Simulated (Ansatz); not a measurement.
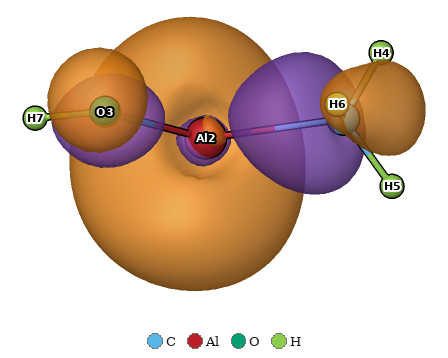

*CH₄AlO (doublet). The HOMO (α) at ±0.1 Å⁻³ᐟ² (orange and purple are the two phases), seen from one side.*

Theory: UKS PBE/def2-SVP in Ansatz.

The calculation's input:

```
crystal:
  periodic: [false, false, false]
  atoms:
    - { symbol: C, position_ang: [-0.8306, 0.4988, -0.3661] }
    - { symbol: Al, position_ang: [1.0565, 0.0891, -0.3787] }
    - { symbol: O, position_ang: [1.6125, -1.4249, 0.4553] }
    - { symbol: H, position_ang: [-1.3745, -0.2629, -0.8696] }
    - { symbol: H, position_ang: [-1.0366, 1.4827, -0.9524] }
    - { symbol: H, position_ang: [-1.2298, 0.6815, 0.6662] }
    - { symbol: H, position_ang: [1.52454, -2.16228, -0.24399] }
magnetization:
  spin_polarized: true
  initial_magnetization: 1
basis:
  gaussian: { orbitals: def2-SVP }
hamiltonian:
  xc: pbe
relax:
  f_tol: 0.015
  max_steps: 40
output:
  orbitals: {}
```

Command:

```sh
ansatz run input.yaml --threads 1 --pin off --max-ram 2048MiB --backend cpu --events-out ev --progress --plain --runs-dir out
```

The fields are those of the relaxed geometry.

Q: Where does this orbital lie, and at what energy?

A: By Hirshfeld shares it lies mainly on Al2 (about 70 %), C1 (about 15 %) and O3 (about 10 %). Its energy is −4.22 eV.
